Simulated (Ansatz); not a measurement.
A substitution series on Ge: CH3 to Cl

Gas-phase molecules. On one Ge centre, n of the CH3 ligands are replaced by Cl. The HOMO–LUMO gap y in eV at wB97X-V/def2-TZVPP. Shapes: PBE0-D4/def2-TZVP. Programs: Ansatz 0.2.0.

```
  molecule  n  y (eV)
  Ge(CH3)4  0   13.05
Ge(CH3)3Cl  1       ?
Ge(CH3)Cl3  3   12.71
     GeCl4  4   12.11
```

Q: Fit y = c + s·n to the known rows and predict Ge(CH3)3Cl.

A: 
1. Means of the 3 rows: n = 2.33333, y = 12.623.
2. Σ(Δn)² = 8.6667, Σ(Δn·Δy) = -1.7933, so the slope is -1.7933/8.6667 = -0.20692.
3. Intercept: 12.623 − (-0.20692) × 2.33333 = 13.106. The largest residual of the fit is 0.22.
4. Ge(CH3)3Cl: 13.106 + (-0.20692) × 1 = 12.90 eV.

The run gave 13.09 eV, so the prediction is off by -0.19 eV, within the largest residual. The step per swap drifts from +0.04 to -0.60 eV. Other levels give for Ge(CH3)3Cl: SPW92/def2-TZVPP 6.61; PBE-D4/def2-TZVPP 6.75; PBE0-D4/def2-TZVPP 8.91 eV. Orbital gaps aren't excitation energies, and the LUMO depends on the basis. Relativity is left out for Ge. The series isn't monotonic at this level.

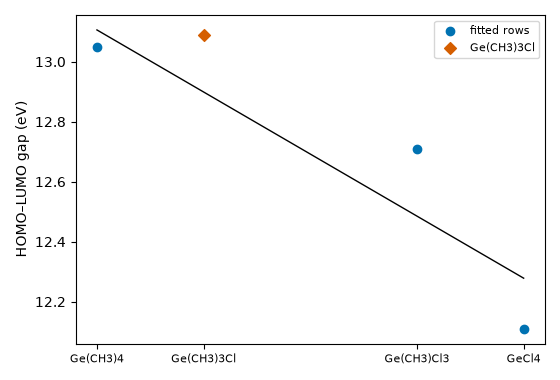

The fitted line, with the withheld member.
